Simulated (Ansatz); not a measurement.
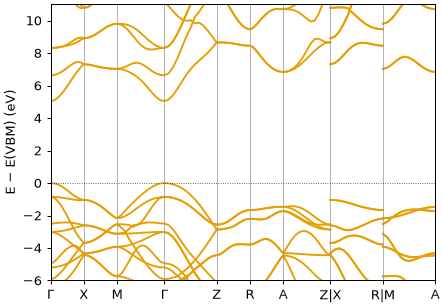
Figure. Band structure from DFT-PBE in the program Ansatz with PAW potentials

Problem. Read off the gap and where the band edges lie.

Solution. About 5.0 eV (5.04 eV by a search for the band edges); maximum at Γ, minimum at Γ.

The material is SiO2 (rutile, P4_2/mnm).

This is a known high-pressure phase of the composition, computed here at zero pressure and temperature. The cell was relaxed with PBE under the symmetry of its start; phonons on a q-mesh show no instability.

Potentials: the later of the program's two PAW sets.
